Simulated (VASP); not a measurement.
# La5Ge3: structure and properties in VASP, part 6 of 6

Aim: relax La5Ge3, then compute properties on the relaxed cell. Left out of this account: 1 further run (relaxation: it shows nothing beyond the runs told). The start is a computed cell from the Materials Project.

VASP 6.6.1; PBEsol; plane waves and PAW (La, Ge_d).

Still holding for the runs below: The k-mesh is coarse for a metal.

So far. Step 13 (Volume scan with PBEsol, volume scale 1.04): The run ends at a pressure of -2.07 GPa, with forces up to 0.029 eV/Å.

### 14. Volume scan with PBEsol, volume scale 1.06

A prediction first. A parabola through the 6 pressures of evenly scaled cells so far, P = 0.02 -57.1 t +100 t² GPa with t = ln(V/V₁) and V₁ the volume at scale 1, gives -2.97 GPa at t = +0.0583.

Input file INCAR:

```
SYSTEM = La5Ge3
PREC = Accurate
ENCUT = 410
EDIFF = 1E-06
NELM = 100
ISMEAR = 1
SIGMA = 0.2
LREAL = .FALSE.
ALGO = Normal
GGA = PS
NBANDS = 120
LASPH = .TRUE.
LORBIT = 11
LWAVE = .FALSE.
LCHARG = .FALSE.
KPAR = 4
NCORE = 2
ISIF = 2
```

Input file POSCAR:

```
La5Ge3
1.0
    9.1089970403      0.0000000000      0.0000000000
   -4.5544985201      7.8886228400      0.0000000000
    0.0000000000      0.0000000000      6.8492019580
La Ge
10 6
Direct
    0.6666666700      0.3333333300      0.0000000000
    0.3333333300      0.6666666700      0.0000000000
    0.3333333300      0.6666666700      0.5000000000
    0.6666666700      0.3333333300      0.5000000000
    0.7467885728      0.7467885728      0.7500000000
    0.2532114272      0.0000000000      0.7500000000
    0.0000000000      0.2532114272      0.7500000000
    0.2532114272      0.2532114272      0.2500000000
    0.7467885728      0.0000000000      0.2500000000
    0.0000000000      0.7467885728      0.2500000000
    0.3891162677      0.3891162677      0.7500000000
    0.6108837323      0.0000000000      0.7500000000
    0.0000000000      0.6108837323      0.7500000000
    0.6108837323      0.6108837323      0.2500000000
    0.3891162677      0.0000000000      0.2500000000
    0.0000000000      0.3891162677      0.2500000000
```

Input file KPOINTS:

```
Automatic mesh
0
Gamma
3 3 4
0 0 0
```

PAW data sets: La and Ge_d (PBE family, release 64).

Launch:

```bash
mpirun -np 8 vasp_std
```

Log:

```text
[... set-up lines as in an earlier step ...]
 entering main loop
       N       E                     dE             d eps       ncg     rms          rms(c)
DAV:   1     0.272989146430E+04    0.27299E+04   -0.60910E+04  2256   0.251E+03
DAV:   2     0.104497364470E+04   -0.16849E+04   -0.15794E+04  2536   0.665E+02
DAV:   3     0.110971081704E+03   -0.93400E+03   -0.91848E+03  3312   0.338E+02
DAV:   4    -0.735458816690E+02   -0.18452E+03   -0.17912E+03  3608   0.174E+02
[...]
DAV:  22    -0.939746662107E+02   -0.12766E-05   -0.13560E-05  2632   0.167E-02    0.146E-03
DAV:  23    -0.939746672710E+02   -0.10603E-05   -0.13838E-05  2544   0.124E-02    0.742E-03
DAV:  24    -0.939746666431E+02    0.62795E-06   -0.94898E-06  2528   0.148E-02
   1 F= -.93974667E+02 E0= -.93961710E+02  d E =-.388706E-01
```

Run time: 5.2 min. Hardware: 8 MPI ranks of AMD EPYC 7R43, shared host; peak memory 2.9 GiB.

Parts of OUTCAR (step 14):

```text
  Total      -10.2501152    -10.2501152     -6.9886431     -0.0000000     -0.0000000     -0.0000000
  in kB      -33.3678022    -33.3678022    -22.7505406     -0.0000000     -0.0000000     -0.0000000
  external PRESSURE =     -29.8287150 kB  Pullay stress =       0.0000000 kB

 POSITION                                       TOTAL-FORCE (eV/Angst)
 -----------------------------------------------------------------------------------
      4.55450      2.62954      0.00000         0.000000     -0.000000      0.000000
     -0.00000      5.25908      0.00000         0.000000     -0.000000      0.000000
     -0.00000      5.25908      3.42460         0.000000     -0.000000      0.000000
      4.55450      2.62954      3.42460         0.000000     -0.000000      0.000000
      3.40125      5.89113      5.13690        -0.014010     -0.024266      0.000000
      2.30650      0.00000      5.13690         0.028021     -0.000000      0.000000
     -1.15325      1.99749      5.13690        -0.014010      0.024266      0.000000
      1.15325      1.99749      1.71230         0.014010      0.024266     -0.000000
      6.80249      0.00000      1.71230        -0.028021     -0.000000     -0.000000
     -3.40125      5.89113      1.71230         0.014010     -0.024266     -0.000000
      1.77223      3.06959      5.13690        -0.022037     -0.038170     -0.000000
      5.56454      0.00000      5.13690         0.044074     -0.000000      0.000000
     -2.78227      4.81903      5.13690        -0.022037      0.038170     -0.000000
      2.78227      4.81903      1.71230         0.022037      0.038170      0.000000
      3.54446      0.00000      1.71230        -0.044074     -0.000000     -0.000000
     -1.77223      3.06959      1.71230         0.022037     -0.038170      0.000000
 -----------------------------------------------------------------------------------
    total drift:                                0.000000     -0.000000      0.000000

  FREE ENERGIE OF THE ION-ELECTRON SYSTEM (eV)
  ---------------------------------------------------
  free  energy   TOTEN  =       -93.9746666431 eV

  energy  without entropy=      -93.9357960145  energy(sigma->0) =      -93.96170977

[... 1 part as in an earlier step ...]

[... 2 further parts left out ...]
[key lines of the parts left out:]
E-fermi :   7.0582
```

The pressure falls from -2.07 to -2.98 GPa. The parabola predicted -2.97 GPa, +0.01 GPa off.

### 15. Side by side

Times are for 8 MPI ranks of AMD EPYC 7R43, shared host. Results by setting:

| no. | volume scale | energy above the lowest point (meV/atom) | pressure (GPa) | time | memory (GiB) |
| --- | --- | --- | --- | --- | --- |
| 1 | 0.94 | 22.25 | 3.940 | 5.1 min | 2.7 |
| 2 | 0.96 | 10.01 | 2.517 | 5 min | 2.7 |
| 3 | 0.98 | 2.77 | 1.216 | 4.8 min | 2.8 |
| 4 | 1 | 0 | 0.01912 | 5.1 min | 2.8 |
| 5 | 1.02 | 1.42 | -1.069 | 5.3 min | 2.8 |
| 6 | 1.04 | 6.56 | -2.069 | 5 min | 2.8 |
| 7 | 1.06 | 15.23 | -2.983 | 5.2 min | 2.9 |

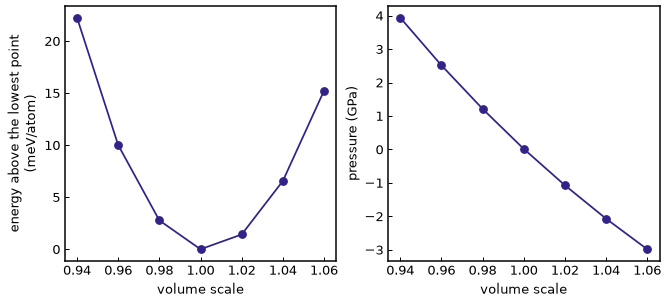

The series as plots.

### 16. Fit for PBEsol

This step: Birch-Murnaghan fit, PBEsol; plane waves and PAW (VASP 6.6.1).

No new run; the numbers come from the runs before.

This step gave:

```yaml
pressure_derivative_of_the_bulk_modulus: 3.473
r_m_s_error_of_the_fit: 1.08e-5 eV/atom
minimum_inside_the_sampled_range: yes
bulk_modulus: 56.49 GPa
equilibrium_volume_of_the_fit: 29.11 Å³/atom
```

Table of energy above the fitted minimum by volume:

| volume (Å³/atom) | energy above the fitted minimum (eV/atom) |
| --- | --- |
| 27.28 | 0.0223 |
| 27.86 | 0.0100 |
| 28.44 | 0.00280 |
| 29.02 | 3.7e-5 |
| 29.60 | 0.00145 |
| 30.18 | 0.00660 |
| 30.76 | 0.0153 |

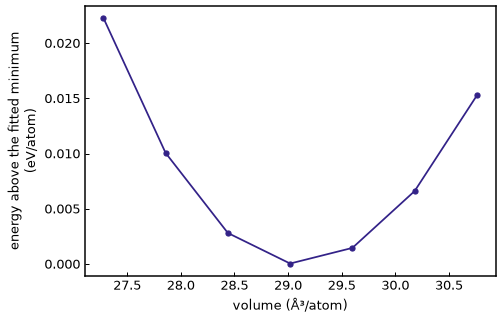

Energy above the fitted minimum, plotted against volume.

The fitted volume lies +0.30 % from the relaxed one. At a finite cutoff and mesh the minimum of the energy and the zero of the stress don't quite coincide, and the relaxation stops at a threshold. The atoms bear forces along the scan, since they were held; freeing them would lower the modulus.

### 17. Summary of results

| Quantity | Value |
| --- | --- |
| relaxed volume | 29.02 Å³/atom |
| relaxed conventional cell a, b, c | 8.934, 8.934, 6.717 Å; angles 90.0, 90.0, 120.0° |
| space group after relaxing, within 0.02 Å | P6_3/mcm (No. 193) |
| DOS at the Fermi level | 19.9 states/eV/cell |
| bulk modulus from the fit | 56.5 GPa |
| volume from the fit | 29.1 Å³/atom |

With PBEsol, La5Ge3 relaxes to 29.02 Å³/atom in space group P6_3/mcm (held by the symmetry of the run) and has a bulk modulus of 56.5 GPa at fixed shape and positions, an upper bound. Not obtained: bands along the symmetry lines (PBEsol), because the run hit its time limit. Spin-orbit coupling is left out, and with elements this heavy it would split and shift bands near the Fermi level. The k-sampling is coarse for a metal, so the Fermi level, pressures and the shape of the cell carry errors. No search among competing phases was made, and a listed structure need not be the one stable at ambient conditions. All values are for a static lattice at zero temperature.

[Lines on the potential files, build, host, timing and source positions are cut from VASP's logs without a mark.]

[Logs are printed without paths, hosts, clocks, repeated set-up lines and the standing remarks that a program may print on its own settings, such as how far it seeks lower states.]

[Hosts, paths, dates, database ids (printed as entryN), source tags and the programs' standing remarks are cut or masked in the printed files.]

[A measured line is paired with the nearest computed mode of its activity, which favours agreement.]

[In band tables of VASP the shares of atoms and orbitals are scaled to a sum of 1 inside the atoms' spheres.]
